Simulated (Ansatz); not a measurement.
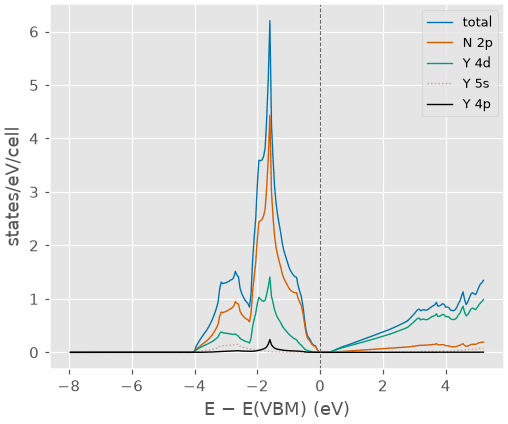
Fig. 1. Total and projected density of states of YN (rock salt, Fm-3m), PBE in the plane-wave PAW code Ansatz

Task: Which orbitals carry the states next to the gap?

Result: Top 1 eV of the valence band: N 2p 80 %, Y 4d 16 %. Bottom 1 eV of the conduction band: Y 4d 82 %, N 2p 17 %. Projections are on Löwdin-orthogonalised atomic valence shells; empty p or d shells of many metals are not among them.

Task: Where is the tallest occupied peak in this window, and what makes it?

Result: Near -1.6 eV, about 6.2 states/eV per cell; the largest projected share is N 2p.

Symmetry was held in the PBE relaxation. No spin polarisation was allowed. Scalar-relativistic: spin–orbit coupling is off unless named, which matters more the heavier the elements.

Potentials: the earlier of the program's two PAW sets.
